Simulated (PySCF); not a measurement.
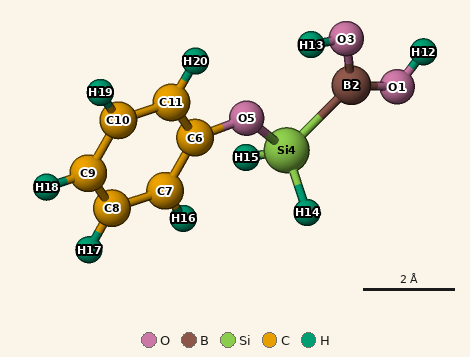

**Figure 1.** The structure as given in the input (ball-and-stick view, seen at a tilt; atoms are numbered from 1 in the order of the input).

# What a change does: NMR shielding calculation on C6H9BO3Si

System: C6H9BO3Si, SMILES OB(O)[SiH2]Oc1ccccc1.
Method of the first run: GIAO PBE0/pcSseg-1 NMR shielding, non-relativistic, IEF-PCM benzene (PySCF 2.14.0).

The geometry comes from this level: PBE0-D3(BJ)/def2-SVP. Text and figures count atoms from 1; the logs count them from 0 in places.

### Input file, the first run
```
{"job": {"kind": "nmr", "xc": "PBE0", "basis": "pcSseg-1", "solvent": "benzene", "pop": true}, "charge": 0, "multiplicity": 1}
O      4.569670    -1.301440     0.126841
B      3.438351    -0.613291    -0.148220
O      3.489022     0.576423    -0.799062
Si     1.588592    -1.264175     0.355174
O      0.723751     0.054180    -0.302805
C     -0.611419     0.269109    -0.348499
C     -1.536685    -0.639874     0.174326
C     -2.901016    -0.365800     0.091382
C     -3.355253     0.806665    -0.508422
C     -2.427769     1.711587    -1.026784
C     -1.064240     1.448738    -0.949447
H      5.355081    -0.837314    -0.191749
H      2.595036     0.930503    -0.917311
H      1.283130    -1.379643     1.816059
H      1.130318    -2.532568    -0.294899
H     -1.190760    -1.563620     0.645655
H     -3.615203    -1.083372     0.502565
H     -4.425080     1.015544    -0.571848
H     -2.769588     2.635566    -1.499694
H     -0.328443     2.147524    -1.352695
```

The first line tells a small driver script what to run in PySCF; the rest is the geometry in Å.

Command:
```bash
OMP_NUM_THREADS=1 python <driver script> task.json out
```

Hardware: 1 CPU thread, shared host.

### Output (the first run)
```
coarse grid: 18064 points
cycle   1  E = -773.1992386458  dE =  1.774e+00  |g| = 1.010e+00  |ddm| = 4.311e+00
cycle   2  E = -773.0202064595  dE =  1.790e-01  |g| = 1.429e+00  |ddm| = 1.736e+00
cycle   3  E = -773.3837755471  dE = -3.636e-01  |g| = 1.147e-01  |ddm| = 1.098e+00
cycle   4  E = -773.3859293277  dE = -2.154e-03  |g| = 5.752e-02  |ddm| = 1.305e-01
cycle   5  E = -773.3865713092  dE = -6.420e-04  |g| = 1.759e-02  |ddm| = 5.636e-02
cycle   6  E = -773.3866313313  dE = -6.002e-05  |g| = 4.052e-03  |ddm| = 1.767e-02
cycle   7  E = -773.3866347985  dE = -3.467e-06  |g| = 1.309e-03  |ddm| = 4.497e-03
final grid: 172360 points
cycle   8  E = -773.4787646532  dE = -4.100e-05  |g| = 1.141e-02  |ddm| = 4.220e-02
cycle   9  E = -773.4787375727  dE =  2.708e-05  |g| = 1.682e-02  |ddm| = 1.996e-02
cycle  10  E = -773.4787898286  dE = -5.226e-05  |g| = 1.575e-03  |ddm| = 1.235e-02
cycle  11  E = -773.4787903453  dE = -5.167e-07  |g| = 3.087e-04  |ddm| = 1.617e-03
cycle  12  E = -773.4787903588  dE = -1.347e-08  |g| = 1.416e-04  |ddm| = 3.092e-04
cycle  13  E = -773.4787903631  dE = -4.347e-09  |g| = 3.357e-05  |ddm| = 1.416e-04
cycle  14  E = -773.4787903634  dE = -2.499e-10  |g| = 1.356e-05  |ddm| = 4.400e-05
converged SCF energy = -773.4787903634

GIAO shielding tensors (ppm)
atom      isotropic    diamagn.    paramagn.     s11        s22        s33       span
  0 O      201.748     382.973    -181.226     76.305    244.223    284.714    208.409
  1 B       69.918     205.374    -135.457     54.799     60.697     94.256     39.457
  2 O      163.684     392.402    -228.718    -21.567    233.005    279.615    301.182
  3 Si     387.691     882.298    -494.607    331.088    353.681    478.304    147.216
  4 O      233.400     403.217    -169.816    153.876    260.193    286.132    132.256
  5 C       21.634     249.273    -227.639    -70.382     18.872    116.413    186.795
  6 C       64.986     258.888    -193.902    -23.741     52.641    166.058    189.799
  7 C       48.833     252.736    -203.902    -61.408     34.542    173.367    234.775
  8 C       58.242     254.333    -196.091    -49.085     46.305    177.505    226.591
  9 C       48.714     253.297    -204.583    -61.459     34.364    173.236    234.694
 10 C       60.645     253.415    -192.770    -29.073     51.197    159.812    188.885
 11 H       26.362      27.166      -0.805     20.716     22.223     36.146     15.430
 12 H       24.396      36.205     -11.808     15.433     24.854     32.902     17.468
 13 H       26.209      30.754      -4.545     22.708     25.101     30.818      8.111
 14 H       26.191      30.413      -4.222     22.600     25.248     30.726      8.126
 15 H       24.254      34.190      -9.936     19.727     23.903     29.131      9.404
 16 H       23.738      29.367      -5.629     20.186     24.212     26.815      6.629
 17 H       24.089      28.020      -3.931     20.782     25.142     26.343      5.561
 18 H       23.753      28.718      -4.965     20.239     24.434     26.587      6.348
 19 H       24.147      32.506      -8.359     20.031     23.855     28.554      8.523
```

The input of the second run differs as follows (lines with − go, lines with + come):
```diff
-"solvent": "benzene"
-"pop": true
+"solvent": "methanol"
+"pop": false
```

What does this change do to the results?

The total energy of the second run is 4.0 kcal/mol lower: the change of the electrostatic solvation energy at this fixed geometry, without cavity or dispersion terms. The dipole moment goes from 0.35 to 0.39 D. Of all shieldings, the largest change is that of O3, by +1.9 ppm. The number of SCF iterations is the same.

### Output (the second run)
```
coarse grid: 18064 points
cycle   1  E = -773.2087352415  dE =  1.765e+00  |g| = 1.004e+00  |ddm| = 4.311e+00
cycle   2  E = -773.0378240488  dE =  1.709e-01  |g| = 1.412e+00  |ddm| = 1.684e+00
cycle   3  E = -773.3902992018  dE = -3.525e-01  |g| = 1.118e-01  |ddm| = 1.059e+00
cycle   4  E = -773.3923602298  dE = -2.061e-03  |g| = 5.499e-02  |ddm| = 1.235e-01
cycle   5  E = -773.3929431385  dE = -5.829e-04  |g| = 1.656e-02  |ddm| = 5.230e-02
cycle   6  E = -773.3929954607  dE = -5.232e-05  |g| = 3.445e-03  |ddm| = 1.557e-02
cycle   7  E = -773.3929978769  dE = -2.416e-06  |g| = 9.617e-04  |ddm| = 3.385e-03
final grid: 172360 points
cycle   8  E = -773.4850808773  dE = -4.159e-05  |g| = 1.132e-02  |ddm| = 4.290e-02
cycle   9  E = -773.4850551082  dE =  2.577e-05  |g| = 1.660e-02  |ddm| = 1.943e-02
cycle  10  E = -773.4851055773  dE = -5.047e-05  |g| = 1.599e-03  |ddm| = 1.209e-02
cycle  11  E = -773.4851061080  dE = -5.307e-07  |g| = 2.907e-04  |ddm| = 1.556e-03
cycle  12  E = -773.4851061196  dE = -1.165e-08  |g| = 1.330e-04  |ddm| = 2.731e-04
cycle  13  E = -773.4851061232  dE = -3.615e-09  |g| = 2.700e-05  |ddm| = 1.194e-04
cycle  14  E = -773.4851061234  dE = -1.532e-10  |g| = 8.870e-06  |ddm| = 3.232e-05
converged SCF energy = -773.4851061234

GIAO shielding tensors (ppm)
atom      isotropic    diamagn.    paramagn.     s11        s22        s33       span
  0 O      202.912     383.846    -180.934     75.436    245.144    288.155    212.718
  1 B       69.834     205.206    -135.372     54.899     60.515     94.087     39.189
  2 O      165.551     392.980    -227.429    -18.889    234.173    281.370    300.258
  3 Si     387.078     882.271    -495.193    330.635    353.533    477.066    146.431
  4 O      232.546     403.293    -170.747    152.698    258.056    286.885    134.187
  5 C       21.477     249.325    -227.848    -70.712     18.763    116.380    187.092
  6 C       64.756     258.831    -194.075    -23.838     51.331    166.775    190.613
  7 C       48.484     252.676    -204.192    -61.666     32.906    174.212    235.878
  8 C       58.123     254.439    -196.316    -49.244     45.193    178.421    227.665
  9 C       48.355     253.335    -204.981    -61.793     32.782    174.075    235.868
 10 C       60.538     253.135    -192.597    -29.000     49.662    160.952    189.952
 11 H       25.957      26.861      -0.904     20.101     21.815     35.956     15.855
 12 H       24.214      36.114     -11.900     15.169     24.580     32.893     17.723
 13 H       26.208      30.727      -4.519     22.701     25.110     30.813      8.111
 14 H       26.190      30.390      -4.200     22.593     25.256     30.720      8.126
 15 H       24.115      33.973      -9.858     19.545     23.839     28.962      9.416
 16 H       23.593      29.327      -5.734     20.004     24.127     26.647      6.643
 17 H       23.960      28.101      -4.141     20.627     25.071     26.181      5.554
 18 H       23.608      28.714      -5.106     20.059     24.346     26.418      6.359
 19 H       23.979      32.306      -8.327     19.794     23.784     28.357      8.563
```

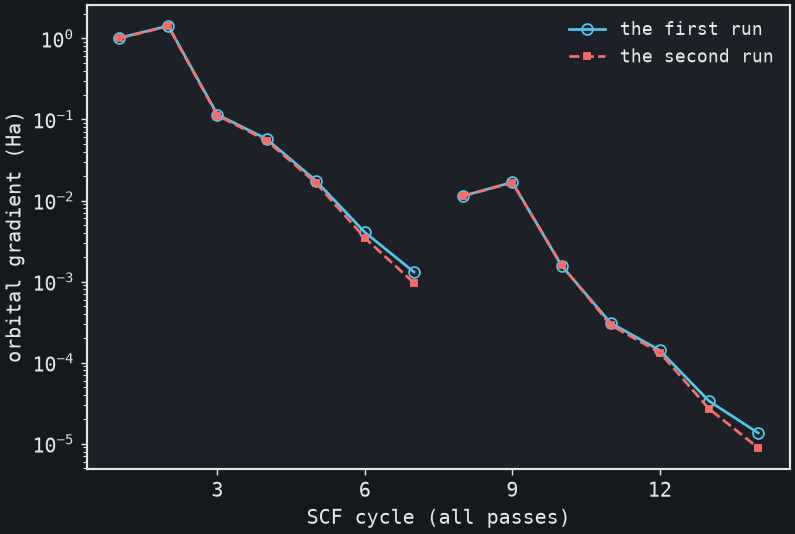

**Figure 2.** Convergence of the two runs: orbital gradient against the SCF cycle. A break in a curve parts two SCF passes (coarse and final grid). The first run takes 14 cycles in all, and the second run takes 14.

### The two runs side by side

```csv
quantity,the first run,the second run
outcome,converged,converged
total energy (hartree),−773.478790,−773.485106
HOMO (eV),−6.71,−6.75
LUMO (eV),−0.35,−0.39
dipole moment (D),0.35,0.39
shielding of O1 (ppm),201.7,202.9
shielding of O3 (ppm),163.7,165.6
shielding of Si4 (ppm),387.7,387.1
shielding of O5 (ppm),233.4,232.5
shielding of C8 (ppm),48.8,48.5
shielding of C10 (ppm),48.7,48.4
shielding of H12 (ppm),26.4,26.0
SCF iterations,14,14
basis functions,239,239
wall time (shared host),93 s,87 s
```
